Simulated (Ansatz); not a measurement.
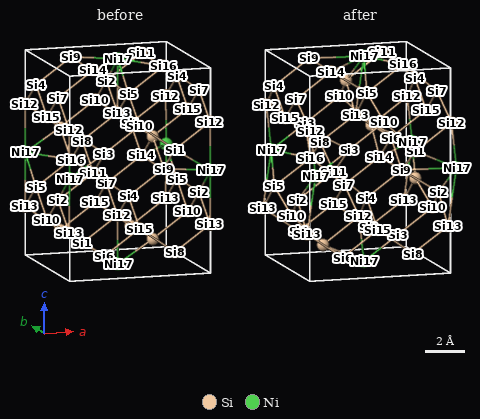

The structure of a defect cell of composition Si16Ni before (left) and after (right) a relaxation, at one scale.

Style: ball-and-stick. Shown: the conventional cell (2 times the calculation's cell) (origin shifted), slightly off an axis. Lengths and directions refer to the drawn axes.

Case: Ni interstitial, charge +0, atoms relaxed.

These are results of Ansatz 0.2.0, DFT LDA, scalar-relativistic, plane waves, PAW, not measurements. Settings: plane-wave cutoff 420 eV; k-point mesh 3 × 3 × 3; occupations gaussian; smearing width 0.02 eV; collinear spin; atoms relaxed in a fixed cell; force threshold 0.02 eV/Å; at most 60 steps.

Q: Describe what moved and what it gained.

A: The atom that moves furthest is Ni17 (0.34 Å along [3 0 1]). Largest moves by element: Ni 0.34 Å, Si 0.34 Å. The lattice vectors keep their values. Among the contacts that change: Si9–Ni17 2.707 → 3.063 Å, Si14–Ni17 2.742 → 3.081 Å, Si16–Ni17 2.702 → 2.409 Å, Si11–Ni17 2.667 → 2.404 Å. Bond angles that change, for instance: Si10–Si5–Ni17 177.6° → 160.1°, Si10–Si2–Ni17 177.0° → 160.2°, Si9–Si2–Ni17 69.7° → 79.9°. Over 6 accepted moves (7 points after the start) the energy falls by 0.174 eV per cell of the calculation. The largest force component goes from 0.56 to 0.0063 eV/Å. 1 step only repeated the SCF at the same geometry. The program noted that the starting moments weren't kept.

Limits of the set-up: the periodic images lie only 7.6 Å apart, so the values are limited by the cell's size.
